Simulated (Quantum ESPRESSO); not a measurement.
# Canted and collinear textures of Mn3Si

Wanted: energies and final angles of several spin textures of Mn3Si

Program: Quantum ESPRESSO 7.5. Level of theory: LDA; plane waves with GBRV 1.5 LDA potentials, no spin-orbit coupling. Results are calculated unless marked as measured.

## 1. Starting point

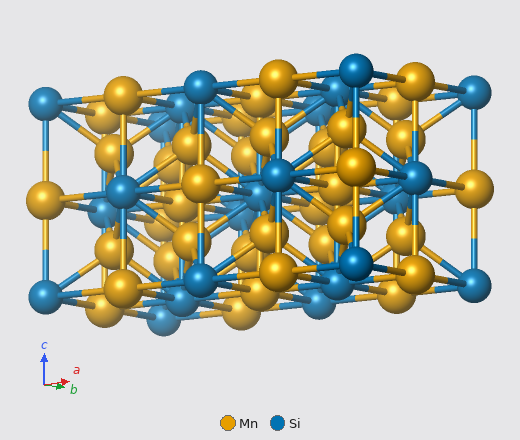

Start, viewed from a free direction; manganese orange, silicon blue. 2×1×1 cells are drawn. This picture shows the conventional cell, with its axes. Some periodic images of atoms are drawn too.

Structure file:

```cif
data_structure
_symmetry_space_group_name_H-M 'P 1'
_symmetry_Int_Tables_number 1
_cell_length_a 4.0461
_cell_length_b 4.0461
_cell_length_c 4.0461
_cell_angle_alpha 60.000
_cell_angle_beta 60.000
_cell_angle_gamma 60.000
_cell_volume 46.84
loop_
_atom_site_label
_atom_site_type_symbol
_atom_site_fract_x
_atom_site_fract_y
_atom_site_fract_z
_atom_site_occupancy
Mn1 Mn 0.50000 0.50000 0.50000 1
Mn2 Mn 0.25000 0.25000 0.25000 1
Mn3 Mn 0.75000 0.75000 0.75000 1
Si4 Si 0.00000 0.00000 0.00000 1
```

The cell comes from the Crystallography Open Database.

## 2. Start 1: collinear parallel

pw.in reads:

```
&CONTROL
  calculation = 'scf'
  prefix = 'pwscf'
  outdir = './tmp'
  pseudo_dir = './pseudo'
  disk_io = 'nowf'
/
&SYSTEM
  ibrav = 0
  celldm(1) = 8
  nat = 4
  ntyp = 2
  ecutwfc = 34
  ecutrho = 238
  nbnd = 66
  occupations = 'smearing'
  smearing = 'fd'
  degauss = 0.00734986
  noncolin = .true.
  starting_magnetization(1) = 0.2333
  angle1(1) = 0
  angle2(1) = 0
  starting_magnetization(2) = 0
/
&ELECTRONS
  conv_thr = 8d-09
  electron_maxstep = 150
  mixing_beta = 0.3
/
ATOMIC_SPECIES
Mn     54.9380 mn_lda_v1.5.uspp.F.UPF
Si     28.0850 si_lda_v1.uspp.F.UPF
CELL_PARAMETERS alat
   0.0000000000000    0.6758133053193    0.6758133053193
   0.6758133053193    0.0000000000000    0.6758133053193
   0.6758133053193    0.6758133053193    0.0000000000000
ATOMIC_POSITIONS crystal
Mn      0.5000000000    0.5000000000    0.5000000000
Mn      0.2500000000    0.2500000000    0.2500000000
Mn      0.7500000000    0.7500000000    0.7500000000
Si      0.0000000000    0.0000000000    0.0000000000
K_POINTS automatic
5 5 5 0 0 0
```

On the command line:

```
> OMP_NUM_THREADS=1 mpirun -n 4 pw.x -nk 4 -in pw.in > pw.out
```

The log of the run:

```text
Program PWSCF v.7.5 starts

     Message from routine setup:
     using ibrav=0 with symmetry is DISCOURAGED, use correct ibrav instead

     K-points division:     npool     =       4
     Subspace diagonalization in iterative solution of the eigenvalue problem:

     bravais-lattice index     =            0
     lattice parameter (alat)  =       8.0000  a.u.
     unit-cell volume          =     316.0677 (a.u.)^3
     number of atoms/cell      =            4
     number of atomic types    =            2
     number of electrons       =        49.00
     number of Kohn-Sham states=           66
     kinetic-energy cutoff     =      34.0000  Ry
     charge density cutoff     =     238.0000  Ry
     scf convergence threshold =      8.0E-09
     mixing beta               =       0.3000
     number of iterations used =            8  plain     mixing
     Exchange-correlation= SLA  PZ   NOGX NOGC
                           (   1   1   0   0   0   0   0)
     Noncollinear calculation without spin-orbit

     celldm(1)=   8.000000  celldm(2)=   0.000000  celldm(3)=   0.000000
     celldm(4)=   0.000000  celldm(5)=   0.000000  celldm(6)=   0.000000

     crystal axes: (cart. coord. in units of alat)
               a(1) = (   0.000000   0.675813   0.675813 )
               a(2) = (   0.675813   0.000000   0.675813 )
               a(3) = (   0.675813   0.675813   0.000000 )

     reciprocal axes: (cart. coord. in units 2 pi/alat)
               b(1) = ( -0.739849  0.739849  0.739849 )
               b(2) = (  0.739849 -0.739849  0.739849 )
               b(3) = (  0.739849  0.739849 -0.739849 )

     PseudoPot. # 1 for Mn read from file:
     mn_lda_v1.5.uspp.F.UPF
     Pseudo is Ultrasoft + core correction, Zval = 15.0

     PseudoPot. # 2 for Si read from file:
     si_lda_v1.uspp.F.UPF
     Pseudo is Ultrasoft + core correction, Zval =  4.0

     atomic species   valence    mass     pseudopotential
     Mn               15.00    54.93800     Mn( 1.00)
     Si                4.00    28.08500     Si( 1.00)

     16 Sym. Ops., with inversion, found

   Cartesian axes

     site n.     atom                  positions (alat units)
         1        Mn     tau(   1) = (   0.6758133   0.6758133   0.6758133  )
         2        Mn     tau(   2) = (   0.3379067   0.3379067   0.3379067  )
         3        Mn     tau(   3) = (   1.0137200   1.0137200   1.0137200  )
         4        Si     tau(   4) = (   0.0000000   0.0000000   0.0000000  )

     number of k points=    18  Fermi-Dirac smearing, width (Ry)=  0.0073
                       cart. coord. in units 2pi/alat
        k(    1) = (   0.0000000   0.0000000   0.0000000), wk =   0.0080000
        k(    2) = (   0.1479699   0.1479699  -0.1479699), wk =   0.0640000
        k(    3) = (   0.2959397   0.2959397  -0.2959397), wk =   0.0640000
        k(    4) = (   0.2959397   0.0000000  -0.0000000), wk =   0.0320000
        k(    5) = (   0.4439096   0.1479699  -0.1479699), wk =   0.1280000
        [... 13 further k-points ...]

     Dense  grid:    19603 G-vectors     FFT dimensions: (  40,  40,  40)

     Smooth grid:     8393 G-vectors     FFT dimensions: (  30,  30,  30)

     Check: negative core charge=   -0.000039
     Generating pointlists ...
     new r_m :   0.2414 (alat units)  1.9314 (a.u.) for type    1
     new r_m :   0.2414 (alat units)  1.9314 (a.u.) for type    2

     Initial potential from superposition of free atoms

     starting charge      47.4992, renormalised to      49.0000

 ==============================================================================
     atom number    1 relative position :    0.6758   0.6758   0.6758
     charge :    13.664277  (integrated on a sphere of radius 0.241)
     magnetization :          0.000000    0.000000    3.159552
     magnetization/charge:    0.000000    0.000000    0.231227
     polar coord.: r, theta, phi [deg] :     3.159552    0.000000  360.000000

 ==============================================================================

 ==============================================================================
     atom number    2 relative position :    0.3379   0.3379   0.3379
     charge :    13.690861  (integrated on a sphere of radius 0.241)
     magnetization :          0.000000    0.000000    3.140630
     magnetization/charge:    0.000000    0.000000    0.229396
     polar coord.: r, theta, phi [deg] :     3.140630    0.000000  360.000000

 ==============================================================================

 ==============================================================================
     atom number    3 relative position :    1.0137   1.0137   1.0137
     charge :    13.690861  (integrated on a sphere of radius 0.241)
     magnetization :          0.000000    0.000000    3.140630
     magnetization/charge:    0.000000    0.000000    0.229396
     polar coord.: r, theta, phi [deg] :     3.140630    0.000000  360.000000

 ==============================================================================

 ==============================================================================
     atom number    4 relative position :    0.0000   0.0000   0.0000
     charge :     2.227961  (integrated on a sphere of radius 0.241)
     magnetization :          0.000000    0.000000    0.097886
     magnetization/charge:    0.000000    0.000000    0.043935
     polar coord.: r, theta, phi [deg] :     0.097886    0.000000  360.000000

 ==============================================================================
     Starting wfcs are   86 randomized atomic wfcs

     Self-consistent Calculation

     iteration #  1     ecut=    34.00 Ry     beta= 0.30
     Davidson diagonalization with overlap
     ethr =  1.00E-02,  avg # of iterations =  3.3

     total energy              =    -642.22144412 Ry
     estimated scf accuracy    <       4.56796975 Ry

     total magnetization       =     0.00    -0.00     4.22 Bohr mag/cell
     absolute magnetization    =     4.40 Bohr mag/cell

     iteration #  2     ecut=    34.00 Ry     beta= 0.30
     Davidson diagonalization with overlap
     ethr =  9.32E-03,  avg # of iterations =  2.8

     total energy              =    -643.00468001 Ry
     estimated scf accuracy    <       0.79368566 Ry

     total magnetization       =    -0.00    -0.00     6.46 Bohr mag/cell
     absolute magnetization    =     6.83 Bohr mag/cell

     [... further iterations left out ...]

     iteration # 31     ecut=    34.00 Ry     beta= 0.30
     Davidson diagonalization with overlap
     ethr =  8.06E-10,  avg # of iterations =  4.0

     total energy              =    -643.28638089 Ry
     estimated scf accuracy    <       0.00000004 Ry

     total magnetization       =    -0.00     0.00     1.13 Bohr mag/cell
     absolute magnetization    =     3.80 Bohr mag/cell

     iteration # 32     ecut=    34.00 Ry     beta= 0.30
     Davidson diagonalization with overlap
     ethr =  8.92E-11,  avg # of iterations =  3.6

 ==============================================================================
     atom number    1 relative position :    0.6758   0.6758   0.6758
     charge :    13.331683  (integrated on a sphere of radius 0.241)
     magnetization :          0.000000    0.000000    2.312430
     magnetization/charge:    0.000000    0.000000    0.173454
     polar coord.: r, theta, phi [deg] :     2.312430    0.000000  360.000000

 ==============================================================================

 ==============================================================================
     atom number    2 relative position :    0.3379   0.3379   0.3379
     charge :    13.405228  (integrated on a sphere of radius 0.241)
     magnetization :         -0.000000   -0.000000   -0.629142
     magnetization/charge:   -0.000000   -0.000000   -0.046933
     polar coord.: r, theta, phi [deg] :     0.629142  180.000000  360.000000

 ==============================================================================

 ==============================================================================
     atom number    3 relative position :    1.0137   1.0137   1.0137
     charge :    13.405228  (integrated on a sphere of radius 0.241)
     magnetization :         -0.000000   -0.000000   -0.629142
     magnetization/charge:   -0.000000   -0.000000   -0.046933
     polar coord.: r, theta, phi [deg] :     0.629142  180.000000  360.000000

 ==============================================================================

 ==============================================================================
     atom number    4 relative position :    0.0000   0.0000   0.0000
     charge :     2.137632  (integrated on a sphere of radius 0.241)
     magnetization :          0.000000    0.000000    0.030821
     magnetization/charge:    0.000000    0.000000    0.014418
     polar coord.: r, theta, phi [deg] :     0.030821    0.000000  360.000000

 ==============================================================================

     End of self-consistent calculation

     [... lines left out ...]
     the Fermi energy is    16.7394 ev

!    total energy              =    -643.28638101 Ry
     estimated scf accuracy    <          5.5E-09 Ry
     smearing contrib. (-TS)   =      -0.00924745 Ry
     internal energy E=F+TS    =    -643.27713356 Ry

     The total energy is F=E-TS. E is the sum of the following terms:
     one-electron contribution =    -303.63048599 Ry
     hartree contribution      =     178.44536279 Ry
     xc contribution           =     -83.10737716 Ry
     ewald contribution        =    -434.98463320 Ry

     total magnetization       =     0.00    -0.00     1.13 Bohr mag/cell
     absolute magnetization    =     3.81 Bohr mag/cell

     convergence has been achieved in  32 iterations

=------------------------------------------------------------------------------=
   JOB DONE.
=------------------------------------------------------------------------------=
```

The job ended after 50 s (4 MPI ranks of Arm Neoverse V1, shared host; peak memory 0.37 GiB).

Spin moment in the atom's sphere by atom:

```
atom  x (μB)  y (μB)  z (μB)  size
 Mn1    0.00    0.00    2.31  2.31
 Mn2    0.00    0.00   -0.63  0.63
 Mn3    0.00    0.00   -0.63  0.63
 Si4    0.00    0.00    0.03  0.03
```

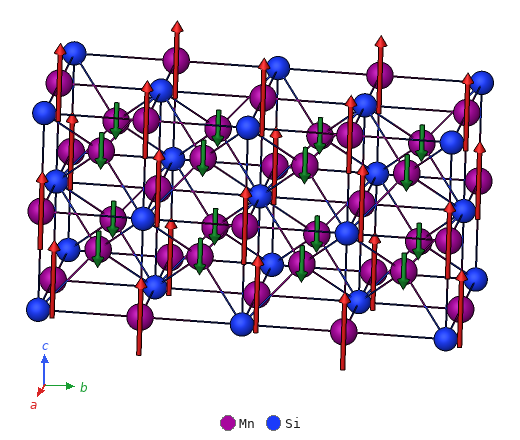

Spin moment in the atom's sphere as arrows, the longest 2.31 μB. Each arrow also spans its atom, so small moments look longer than they are. The two directions have two colours. 1×2×1 conventional cells are drawn. Some periodic images of atoms are drawn too.

This step gave:

| Property | Result |
| --- | --- |
| smearing term TS | 0.1258 eV |
| magnetization | 0, 0, 1.133 μB |
| absolute magnetization | 3.807 μB |
| final state | ferrimagnetic |

## 3. Start 2: 120 degrees, other chirality

pw.in reads:

```
&CONTROL
  calculation = 'scf'
  prefix = 'pwscf'
  outdir = './tmp'
  pseudo_dir = './pseudo'
  disk_io = 'nowf'
/
&SYSTEM
  ibrav = 0
  celldm(1) = 8
  nat = 4
  ntyp = 4
  ecutwfc = 34
  ecutrho = 238
  nbnd = 66
  occupations = 'smearing'
  smearing = 'fd'
  degauss = 0.00734986
  noncolin = .true.
  starting_magnetization(1) = 0.2333
  angle1(1) = 90
  angle2(1) = -0
  starting_magnetization(2) = 0.2333
  angle1(2) = 90
  angle2(2) = -120
  starting_magnetization(3) = 0.2333
  angle1(3) = 90
  angle2(3) = 120
  starting_magnetization(4) = 0
/
&ELECTRONS
  conv_thr = 8d-09
  electron_maxstep = 150
  mixing_beta = 0.3
/
ATOMIC_SPECIES
Mn1    54.9380 mn_lda_v1.5.uspp.F.UPF
Mn2    54.9380 mn_lda_v1.5.uspp.F.UPF
Mn3    54.9380 mn_lda_v1.5.uspp.F.UPF
Si     28.0850 si_lda_v1.uspp.F.UPF
CELL_PARAMETERS alat
   0.0000000000000    0.6758133053193    0.6758133053193
   0.6758133053193    0.0000000000000    0.6758133053193
   0.6758133053193    0.6758133053193    0.0000000000000
ATOMIC_POSITIONS crystal
Mn1     0.5000000000    0.5000000000    0.5000000000
Mn2     0.2500000000    0.2500000000    0.2500000000
Mn3     0.7500000000    0.7500000000    0.7500000000
Si      0.0000000000    0.0000000000    0.0000000000
K_POINTS automatic
5 5 5 0 0 0
```

The log of the run:

```text
     [... lines left out ...]
Program PWSCF v.7.5 starts
     [... lines left out ...]
     number of atoms/cell      =            4
     [... lines left out ...]
     number of electrons       =        49.00
     number of Kohn-Sham states=           66
     kinetic-energy cutoff     =      34.0000  Ry
     charge density cutoff     =     238.0000  Ry
     scf convergence threshold =      8.0E-09
     [... lines left out ...]
     Noncollinear calculation without spin-orbit
     [... lines left out ...]
      2 Sym. Ops. (no inversion) found
     [... lines left out ...]
     number of k points=    75  Fermi-Dirac smearing, width (Ry)=  0.0073
     [... lines left out ...]
     iteration # 26     ecut=    34.00 Ry     beta= 0.30
     [... lines left out ...]
     atom number    1 relative position :    0.6758   0.6758   0.6758
     [... lines left out ...]
     magnetization :          2.311970    0.004938   -0.000000
     [... lines left out ...]
     atom number    2 relative position :    0.3379   0.3379   0.3379
     [... lines left out ...]
     magnetization :         -0.628763   -0.001004    0.000000
     [... lines left out ...]
     atom number    3 relative position :    1.0137   1.0137   1.0137
     [... lines left out ...]
     magnetization :         -0.628810   -0.000665    0.000000
     [... lines left out ...]
     atom number    4 relative position :    0.0000   0.0000   0.0000
     [... lines left out ...]
     magnetization :          0.030807    0.000043    0.000000
     [... lines left out ...]
     the Fermi energy is    16.7393 ev
!    total energy              =    -643.28638101 Ry
     estimated scf accuracy    <          2.8E-09 Ry
     smearing contrib. (-TS)   =      -0.00925067 Ry
     [... lines left out ...]
     total magnetization       =     1.13     0.00    -0.00 Bohr mag/cell
     absolute magnetization    =     3.81 Bohr mag/cell
     convergence has been achieved in  26 iterations
```

Wall time 2.4 min (4 MPI ranks); peak memory 0.54 GiB.

Spin moment in the atom's sphere by atom:

```
atom  x (μB)  y (μB)  z (μB)  size
 Mn1    2.31    0.00    0.00  2.31
 Mn2   -0.63    0.00    0.00  0.63
 Mn3   -0.63    0.00    0.00  0.63
 Si4    0.03    0.00    0.00  0.03
```

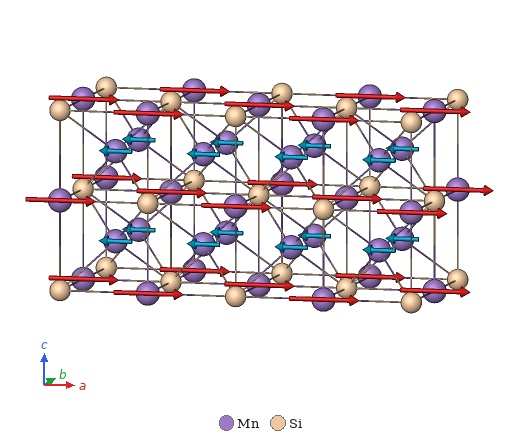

Spin moment in the atom's sphere as arrows, the longest 2.31 μB. Each arrow also spans its atom, so small moments look longer than they are. The two directions have two colours. 2×1×1 conventional cells are drawn. Some periodic images of atoms are drawn too.

This step gave:

```
smearing term TS       : 0.1259 eV
magnetization          : 1.133, 0.003, 0 μB
absolute magnetization : 3.806 μB
final state            : ferrimagnetic
```

## 4. Start 3: random 2

Edit pw.in of step 3 so:

```diff
@@ -19,12 +19,13 @@
   noncolin = .true.
-  starting_magnetization(1) = 0.2333
-  angle1(1) = 90
-  angle2(1) = -0
-  starting_magnetization(2) = 0.2333
-  angle1(2) = 90
-  angle2(2) = -120
-  starting_magnetization(3) = 0.2333
-  angle1(3) = 90
-  angle2(3) = 120
+  starting_magnetization(1) = 0.2334
+  angle1(1) = 78.056
+  angle2(1) = -12.872
+  starting_magnetization(2) = 0.2332
+  angle1(2) = 122.834
+  angle2(2) = 106.817
+  starting_magnetization(3) = 0.2332
+  angle1(3) = 131.937
+  angle2(3) = 21.873
   starting_magnetization(4) = 0
+  nosym = .true.
 /
```

The log of the run:

```text
     [... lines left out ...]
Program PWSCF v.7.5 starts
     [... lines left out ...]
     number of atoms/cell      =            4
     [... lines left out ...]
     number of electrons       =        49.00
     number of Kohn-Sham states=           66
     kinetic-energy cutoff     =      34.0000  Ry
     charge density cutoff     =     238.0000  Ry
     scf convergence threshold =      8.0E-09
     [... lines left out ...]
     Noncollinear calculation without spin-orbit
     [... lines left out ...]
     No symmetry found
     [... lines left out ...]
     number of k points=   125  Fermi-Dirac smearing, width (Ry)=  0.0073
     [... lines left out ...]
     iteration # 32     ecut=    34.00 Ry     beta= 0.30
     [... lines left out ...]
     atom number    1 relative position :    0.6758   0.6758   0.6758
     [... lines left out ...]
     magnetization :          1.966299   -0.839257    0.880315
     [... lines left out ...]
     atom number    2 relative position :    0.3379   0.3379   0.3379
     [... lines left out ...]
     magnetization :         -0.534322    0.227921   -0.239980
     [... lines left out ...]
     atom number    3 relative position :    1.0137   1.0137   1.0137
     [... lines left out ...]
     magnetization :         -0.535047    0.228081   -0.239522
     [... lines left out ...]
     atom number    4 relative position :    0.0000   0.0000   0.0000
     [... lines left out ...]
     magnetization :          0.026191   -0.011156    0.011729
     [... lines left out ...]
     the Fermi energy is    16.7393 ev
!    total energy              =    -643.28638101 Ry
     estimated scf accuracy    <          5.3E-09 Ry
     smearing contrib. (-TS)   =      -0.00925081 Ry
     [... lines left out ...]
     total magnetization       =     0.96    -0.41     0.43 Bohr mag/cell
     absolute magnetization    =     3.81 Bohr mag/cell
     convergence has been achieved in  32 iterations
```

Wall time 4.9 min (4 MPI ranks); peak memory 0.62 GiB; 20 min of CPU time.

Spin moment in the atom's sphere by atom:

```
atom  x (μB)  y (μB)  z (μB)  size
 Mn1    1.97   -0.84    0.88  2.31
 Mn2   -0.53    0.23   -0.24  0.63
 Mn3   -0.54    0.23   -0.24  0.63
 Si4    0.03   -0.01    0.01  0.03
```

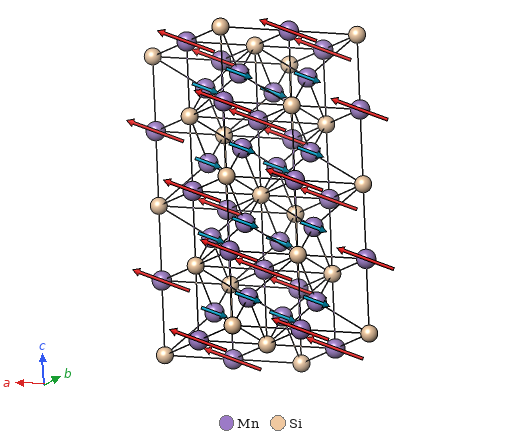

Spin moment in the atom's sphere as arrows, the longest 2.31 μB. Each arrow also spans its atom, so small moments look longer than they are. The two directions have two colours. 1×1×2 conventional cells are drawn. Some periodic images of atoms are drawn too.

Read from the output:

```
smearing term TS       : 0.1259 eV
magnetization          : 0.964, -0.412, 0.431 μB
absolute magnetization : 3.806 μB
final state            : ferrimagnetic
```

(Continued in part 2 of 2.)

[Logs and program files are shortened in this print: banners, set-up blocks, solver, clock and traceback lines can be left out without a mark of their own.]

[Logs are printed without paths, hosts, clocks, repeated set-up lines and the standing remarks that a program may print on its own settings, such as how far it seeks lower states.]

[Hosts, paths, dates, database ids (printed as entryN), source tags and the programs' standing remarks are cut or masked in the printed files.]

[Where a cell is said to come from a database of computed structures, the database is the Materials Project.]
